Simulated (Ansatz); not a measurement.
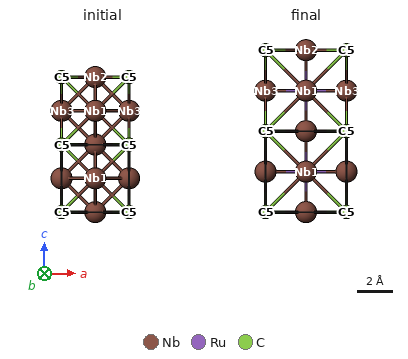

The structure of crystalline Nb3RuC (a generated structure, set up in Pm-3m) (coarse preliminary run) before (left) and after (right) a relaxation, at one scale.

The picture is a ball-and-stick view of the cell of the calculation, repeated 1 × 1 × 2 with one cell outlined, seen along the b axis.

Method: Ansatz, DFT PBE, scalar-relativistic, plane waves, PAW. (plane-wave cutoff 420 eV; k-point mesh 4 × 4 × 4; occupations gaussian; smearing width 0.1 eV; no spin polarisation; cell and atoms relaxed; force threshold 0.04 eV/Å; at most 70 steps)

### What changed between the two?

Over 7 accepted moves (9 points after the start) the energy falls by 3189 meV per atom. All forces vanish by symmetry, so only the cell relaxes. Pressure: 177.45 GPa at the start and 0.08 GPa at the end. The SCF was repeated twice at an unchanged geometry on a basis and grid sized afresh for the cell, which shifted the energy by 75.4 meV per atom at most. The atoms keep their places relative to the cell (all moves are under 0.005 Å). Cell: a = b = c 3.957 → 4.745 Å (+19.9 %). Volume +72.4 %. Some distances before and after: Nb–Nb 2.798 → 3.355 Å, C–Nb 2.798 → 3.355 Å, Nb–Ru 1.978 → 2.372 Å. The space group stays Pm-3m (No. 221). The run took 17 s on 1 thread of Arm Neoverse V2 (shared host), peak memory 0.38 GiB.

Limits of the set-up: the k-point mesh is coarse for a cell with partly filled bands.
